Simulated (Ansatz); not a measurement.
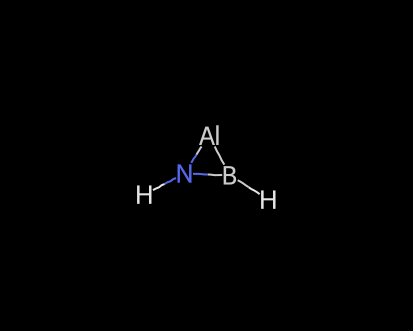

Simulated data, not a measurement (program: Ansatz).

2D structure. State: neutral, doublet.

> Transcribe the drawing into SMILES.

[BH]1[NH][Al]1

> Give the formula, hydrogens included.

AlBH2N.

> An optimisation with PBE0-D4/def2-TZVP gave a structure of which point group?

Cs.
